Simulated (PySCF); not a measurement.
**BBrCl2 (bromodichloroborane) at PBE0/cc-pVDZ**

What is the vertical singlet–triplet gap of BBrCl2 (bromodichloroborane) at PBE0/cc-pVDZ? 

Program for the calculation: PySCF 2.14.0.

2 further runs of the same task are left out: 2 set aside as unsound or not needed.

## Step 1: The system as given

The species is BBrCl2 (4 atoms), meant as a singlet with charge 0. As SMILES, `ClB(Cl)Br`. Geometry: relaxed at PBE0-D4/def2-TZVP.

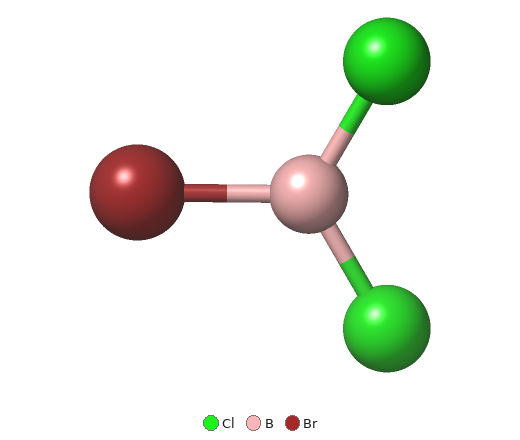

The structure, seen from a chosen angle (chlorine green, boron pink, bromine red).

## Step 2: The energy at PBE0/cc-pVDZ

run.py reads:

```python
# ClB(Cl)Br
from pyscf import gto, dft

system = gto.Mole()
system.atom = '''
Cl       0.582100       0.666000       1.510800
B        0.037200      -0.038100       0.022100
Cl       0.444300      -1.679200      -0.365600
Br      -1.008100       0.991100      -1.187600
'''
system.basis = 'cc-pvdz'
system.max_memory = 1860
system.verbose = 3
system.spin = 0
system.build()

ks = dft.RKS(system)
ks.xc = 'pbe0'
ks.conv_tol = 1e-10
ks.grids.level = 5
ks.kernel()
if not ks.converged:
    ks = ks.newton().run(ks.mo_coeff, ks.mo_occ)

etot = ks.e_tot
print('E = %.10f Eh' % etot)
```

The run is started by

```
$ OMP_NUM_THREADS=1 python run.py
```

The program printed:

```text
converged SCF energy = -3518.87541709028
E = -3518.8754170903 Eh
```

Wall time 14 s (1 thread of Arm Neoverse V1, shared host); peak memory 0.41 GiB.

## Step 3: The triplet, same level

run.py reads:

```python
from pyscf import gto, dft

system = gto.M(
    atom='Cl 0.582100 0.666000 1.510800; B 0.037200 -0.038100 0.022100; Cl 0.444300 -1.679200 -0.365600; Br -1.008100 0.991100 -1.187600',
    basis='cc-pvdz',
    spin=2,
    verbose=4,
    max_memory=1860,
)

mf = dft.UKS(system, xc='pbe0')
mf.grids.level = 5
mf.conv_tol = 1e-10
mf.kernel()
if not mf.converged:
    mf = mf.newton().run(mf.mo_coeff, mf.mo_occ)

etot = mf.e_tot
print('Final energy', etot)
```

The run is started by

```
$ OMP_NUM_THREADS=1 python run.py
```

The program printed:

```text
PySCF version 2.14.0

[INPUT] num. atoms = 4
[INPUT] num. electrons = 74
[INPUT] charge = 0
[INPUT] spin (= nelec alpha-beta = 2S) = 2
[INPUT] symmetry False subgroup None
[INPUT] Mole.unit = angstrom
[INPUT] Symbol           X                Y                Z      unit          X                Y                Z       unit  Magmom
[INPUT]  1 Cl     0.582100000000   0.666000000000   1.510800000000 AA    1.100009577109   1.258557598960   2.854998228993 Bohr   0.0
[INPUT]  2 B      0.037200000000  -0.038100000000   0.022100000000 AA    0.070297811834  -0.071998565346   0.041762947353 Bohr   0.0
[INPUT]  3 Cl     0.444300000000  -1.679200000000  -0.365600000000 AA    0.839605317144  -3.173228108370  -0.690883871141 Bohr   0.0
[INPUT]  4 Br    -1.008100000000   0.991100000000  -1.187600000000 AA   -1.905032906174   1.872907562056  -2.244238745533 Bohr   0.0

nuclear repulsion = 351.409229285603
number of shells = 21
number of NR pGTOs = 185
number of NR cGTOs = 77
basis = cc-pvdz
ecp = {}

[... 33 lines left out ...]
[... the frontier-level lines of each cycle are left out ...]
[... 5 lines left out ...]
[... 5 lines left out ...]
[... 5 lines left out ...]
[... 5 lines left out ...]
[... 5 lines left out ...]
[... 5 lines left out ...]
[... 5 lines left out ...]
[... 5 lines left out ...]

cycle= 9 E= -3518.68282735466  delta_E= -1.31e-07  |g|= 0.000141  |ddm|= 0.000653


cycle= 10 E= -3518.682827368  delta_E= -1.33e-08  |g|= 8.5e-05  |ddm|= 0.000238


cycle= 11 E= -3518.68282737449  delta_E= -6.49e-09  |g|= 1.41e-05  |ddm|= 0.000165


cycle= 12 E= -3518.68282737469  delta_E= -1.99e-10  |g|= 2.82e-06  |ddm|= 2.79e-05


cycle= 13 E= -3518.68282737472  delta_E= -3e-11  |g|= 5.83e-07  |ddm|= 8.01e-06


Extra cycle  E= -3518.6828273747  delta_E= 1.36e-11  |g|= 5.01e-07  |ddm|= 1.47e-06
converged SCF energy = -3518.6828273747  <S^2> = 2.0072265  2S+1 = 3.0048138
Final energy -3518.6828273747046
```

It took 30 s on 1 thread of Arm Neoverse V1, shared host; peak memory 0.42 GiB.

## Step 4: Results

Level: PBE0/cc-pVDZ.

```
                                        quantity           value
                           singlet: total energy  -3518.87542 Eh
                          singlet: dipole moment          0.00 D
                            singlet: HOMO energy        -8.58 eV
                            singlet: LUMO energy        -1.65 eV
                          singlet: HOMO–LUMO gap         6.93 eV
                           triplet: total energy  -3518.68283 Eh
                          triplet: dipole moment          1.30 D
     triplet: HOMO energy (highest over α and β)        -3.49 eV
                                   triplet: ⟨S²⟩           2.007
vertical energy of the triplet above the singlet        5.241 eV
```

What this shows: At this shape the triplet lies 5.24 eV (121 kcal/mol) above the singlet. Mulliken charges (singlet) run from -0.04 on Br4 to +0.10 on B2; they depend strongly on the basis.
